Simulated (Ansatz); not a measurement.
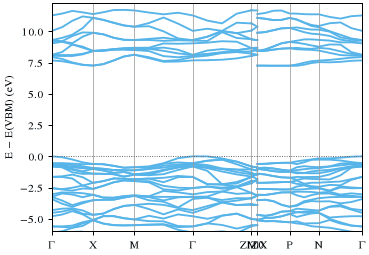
*Band structure from the program Ansatz at the HSE06 level (PAW)*

The gap is 7.24 eV; an edge lies off the plotted path or next to a special point (maximum on the Γ–Z line, 14 % of the way from Γ, minimum off the standard path).

The material is HfSiO4 in space group I4_1/amd (No. 141; Hf on 4a, Si on 4b, O on 16h).

The cell was relaxed with HSE06 under the symmetry of its start. No spin polarisation was allowed. The hybrid was solved on a coarse mesh, the path and, where they were found, the r²SCAN edge points; its band edges are the extreme levels among these. Scalar-relativistic: spin–orbit coupling is off unless named, which matters more the heavier the elements.

Potentials: the later of the program's two PAW sets.
